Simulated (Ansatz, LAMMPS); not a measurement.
# Settings and their price: amorphous poly(propylene oxide) (as short chains C35O12H72) at 340 K (238 atoms)

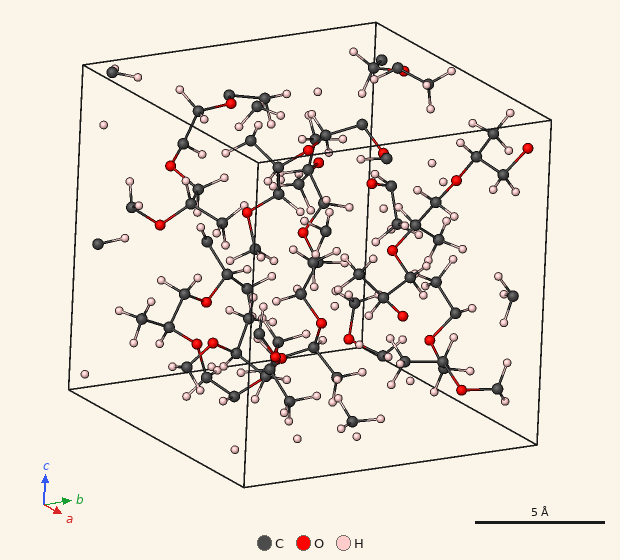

The cell (carbon dark grey, oxygen red, hydrogen pink). Bonds to atoms that aren't drawn are left out. Some periodic images of atoms are drawn too.

Density of this cell: 0.968 g/cm³. The cell holds 238 atoms: 70 C, 24 O and 144 H. Its edges and angles: a = 13.295 Å, b = 13.295 Å, c = 13.295 Å, α = 90.0°, β = 90.0°, γ = 90.0°. 2 poly(propylene oxide) chains of 11 units with methyl end groups placed at random, at 0.968 g/cm³; overlaps pushed apart, then 20 ps at 800 K with MMFF94 bonds, angles, torsions, charges and radii (Halgren, J. Comput. Chem. 17, 490 (1996)) in harmonic and 12-6 forms. Snapshot after 30 ps at 340 K and fixed volume.

Geometry: as built.

Reference run: Kohn-Sham DFT, PBE+D4, PAW (set soft_2), plane waves (Ansatz 0.2.0), cutoff 750 eV, Γ point, fixed occupations.

| Quantity | Value |
| --- | --- |
| r.m.s. force component | 0.8351 eV/Å |
| gap (highest filled to lowest empty level) | 4.427 eV |
| SCF cycles | 10 |
| time | 15 s on 8 threads of Intel Xeon 6975P-C (Granite Rapids), shared host |

Q: Estimate how much each variant changes the results, and its time and memory.
- support functions medium
- support functions low
- support functions high
- support functions medium, radius 3.27 Å
- support functions medium, radius 3.53 Å
- support functions medium, radius 3.77 Å
- support functions medium, radius 4.04 Å
- support functions medium, radius 4.54 Å
- support functions medium, radius 5.05 Å

Differences are against the run with plane waves at 750 eV (Kohn-Sham DFT, PBE+D4, PAW (set soft_2), plane waves), whose r.m.s. force component is 0.835 eV/Å. Energies are set beside the reference only for runs with its functional, potentials and electron count. Times are for 8 threads of Intel Xeon 6975P-C (Granite Rapids), shared host.

| run | Δ force, r.m.s. (meV/Å) | share of r.m.s. force (%) | Δ energy (meV/atom) | Δ gap (eV) | cycles | time | host memory (GiB) |
| --- | --- | --- | --- | --- | --- | --- | --- |
| reference | - | - | - | - | 10 | 15 s | 7.0 |
| support functions medium | 0.447 | 0.0536 | -0.448 | 2.0e-4 | 13 | 82 s | 7.3 |
| support functions low | 0.552 | 0.0661 | -0.427 | 0.0013 | 11 | 40 s | 5.0 |
| support functions high | 0.376 | 0.0451 | -0.465 | 0 | 16 | 3.2 min | 13 |
| support functions medium, radius 3.27 Å | 0.47 | 0.0563 | -0.448 | 0 | 13 | 81 s | 7.0 |
| support functions medium, radius 3.53 Å | 0.435 | 0.0521 | -0.448 | 2.0e-4 | 13 | 87 s | 7.5 |
| support functions medium, radius 3.77 Å | 0.407 | 0.0487 | -0.448 | 2.0e-4 | 13 | 94 s | 8.2 |
| support functions medium, radius 4.04 Å | 0.373 | 0.0447 | -0.448 | 4.0e-4 | 13 | 1.8 min | 9.3 |
| support functions medium, radius 4.54 Å | 0.357 | 0.0427 | -0.448 | 5.0e-4 | 13 | 2.5 min | 12 |
| support functions medium, radius 5.05 Å | 0.35 | 0.042 | -0.448 | 5.0e-4 | 13 | 3.6 min | 14 |

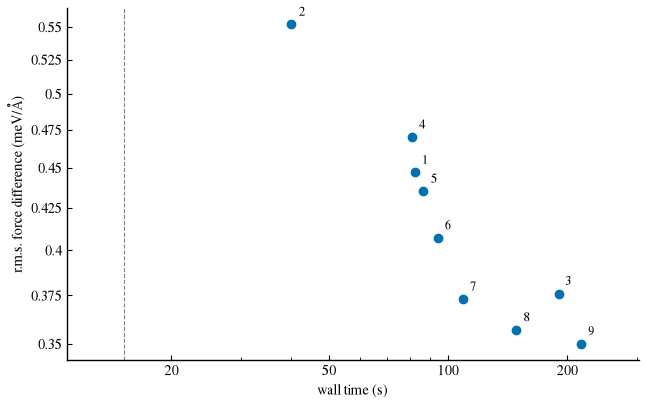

Force difference from the reference against wall time; the dashed line marks the reference's time. Points: 1 support functions medium; 2 support functions low; 3 support functions high; 4 support functions medium, radius 3.27 Å; 5 support functions medium, radius 3.53 Å; 6 support functions medium, radius 3.77 Å; 7 support functions medium, radius 4.04 Å; 8 support functions medium, radius 4.54 Å; 9 support functions medium, radius 5.05 Å.

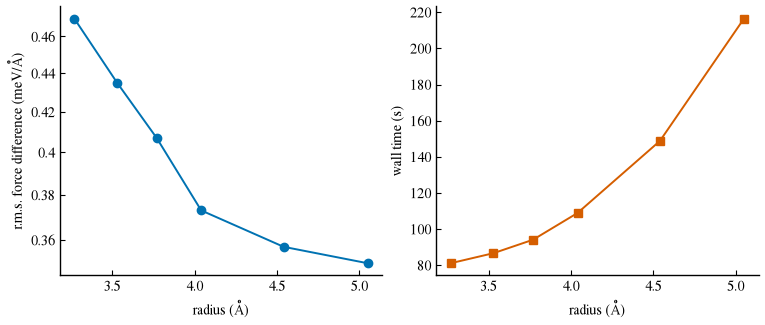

Force difference and time against the radius.

Among numerical settings the force difference runs from 0.35 meV/Å (support functions medium, radius 5.05 Å) to 0.55 meV/Å (support functions low). At 238 atoms the fastest of the runs at a preset level, support functions low, takes 2.6 times the time of plane waves, in 11 SCF cycles against 10. Differences between support functions and plane waves include what basis error the plane-wave run still has. As the radius goes from 3.27 to 5.05 Å, the force difference goes from 0.47 to 0.35 meV/Å, and the time from 81 s to 3.6 min. 

[Hosts, paths, dates, database ids (printed as entryN), source tags and the programs' standing remarks are cut or masked in the printed files.]

[The MMFF94 radii named for the starting cell were scaled by 0.96; in molecules described by MMFF94, hydrogen bound to N, O or S took a small fixed 12-6 site in their place.]
